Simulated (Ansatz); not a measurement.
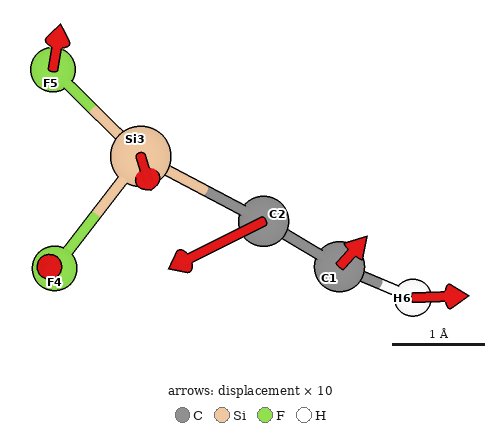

This is a relaxation of C₂HF₂Si (multiplicity 2) (coarse preliminary run). The starting structure is drawn; red arrows show the displacements, 10 times their true length. The two geometries are superimposed by the best rigid fit.

Style: ball-and-stick. Shown from a free direction.

The start comes from a force field.

These are results of UKS PBE-D4/def2-SVP (Ansatz 0.2.0), not measurements. (force threshold 0.03 eV/Å; at most 200 steps)

> Which element moves most?

Carbon: up to 0.14 Å, against 0.07 Å for fluorine.

> What did the optimiser do to the structure, and how much energy did it gain?

Over 5 geometry steps the energy falls by 0.105 eV. The largest force component goes from 2.4 to 0.021 eV/Å. C2 moves most after the best rigid fit: 0.14 Å. Largest moves by element: C 0.14 Å, F 0.07 Å, Si 0.07 Å, H 0.07 Å. Some distances before and after: C2–Si3 1.886 → 1.824 Å, Si3–F4 1.609 → 1.634 Å, C1–H6 1.059 → 1.084 Å, C1–C2 1.215 → 1.231 Å. Among the angles between lasting bonds that change: C1–C2–Si3 177.4° → 170.6°, C2–C1–H6 173.0° → 178.6°, F4–Si3–F5 104.9° → 107.1°. The run took of the order of 23 core-seconds on a shared host.
